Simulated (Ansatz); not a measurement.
# BH₅NSi (SMILES N[B][SiH3]) (doublet): what the fields show

```yaml
atoms:
  - { symbol: N, position_ang: [-0.7485, 0.4373, -1.5512] }
  - { symbol: B, position_ang: [-0.8326, -0.0337, -0.2674] }
  - { symbol: Si, position_ang: [0.4981, -0.3457, 1.1848] }
  - { symbol: H, position_ang: [-1.5470, 0.5319, -2.1582] }
  - { symbol: H, position_ang: [0.1134, 0.7260, -1.9908] }
  - { symbol: H, position_ang: [0.1325, 0.4653, 2.3733] }
  - { symbol: H, position_ang: [1.9084, -0.0044, 0.8306] }
  - { symbol: H, position_ang: [0.4756, -1.7767, 1.5790] }
```

All numbers below come from UKS BHLYP-D4/def2-SVP in Ansatz 0.2.0.

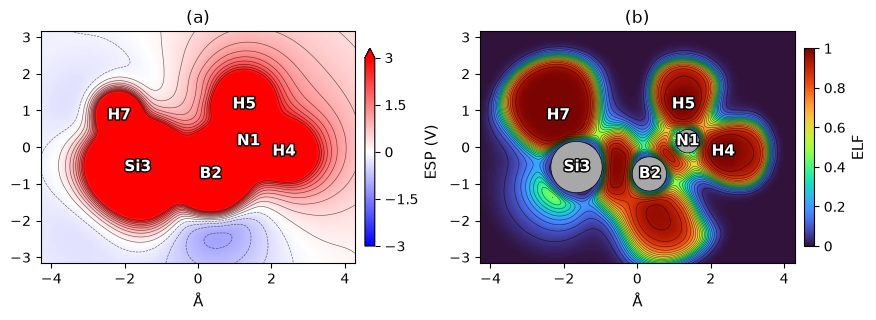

Figure 1. (a) electrostatic potential; (b) ELF on the plane of atoms B2, Si3 and H7. Grey discs cover the atomic cores in the ELF map.

> Read the bonding off the picture.

The plane passes through N, B, Si and H nuclei. B–N (1.37 Å): the ELF peaks at about 0.95 between the atoms: a polar covalent bond. Si–B (1.99 Å): the ELF peaks at about 1 between the atoms; a covalent bond. N–H (1.01 Å): the ELF climbs to about 1 towards the hydrogen, as it does in any bond to H: a covalent bond by its length. Si–H (1.49 Å): the ELF climbs to about 1 towards the hydrogen. The ELF also peaks beside B2, away from the bonds: non-bonding electrons, paired or unpaired. Outside the dense part of the molecule the potential is most negative (−1.1 V) near N1.

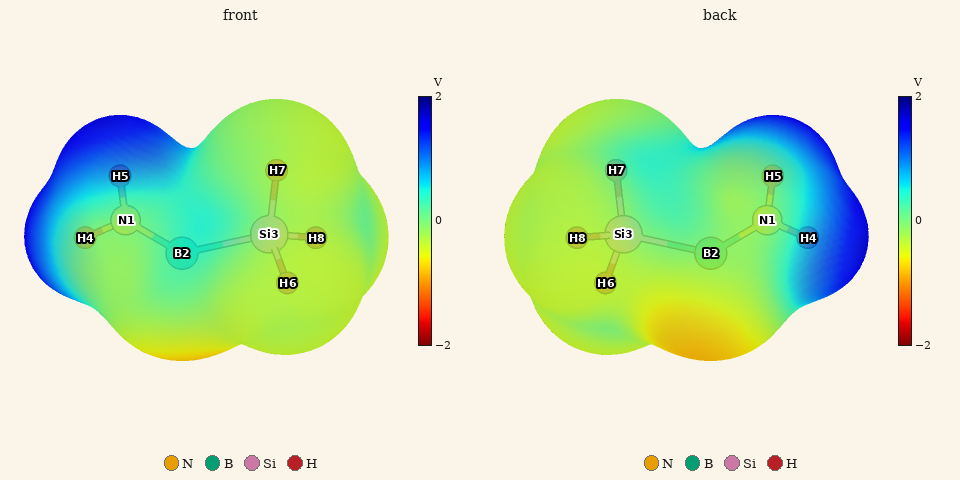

Figure 2. The electrostatic potential painted on the density surface at 0.001 e/bohr³, seen from the front and from behind; red is negative and blue positive.

> Describe the electrostatic potential map.

The most negative region (about −0.9 V) lies over H8, the most positive (about +1.6 V) over H4 and H5.

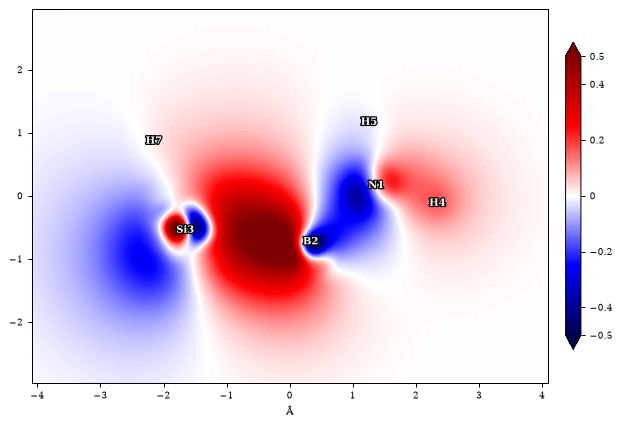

Figure 3. The HOMO (β) on the plane of atoms N1, B2 and Si3 (values in Å⁻³ᐟ²; the overall sign is arbitrary).

> What is the character of this orbital?

By Hirshfeld shares it lies mainly on Si3 (about 40 %), B2 (about 35 %), H8 (about 10 %) and H6 (about 10 %). Its energy is −10.06 eV.
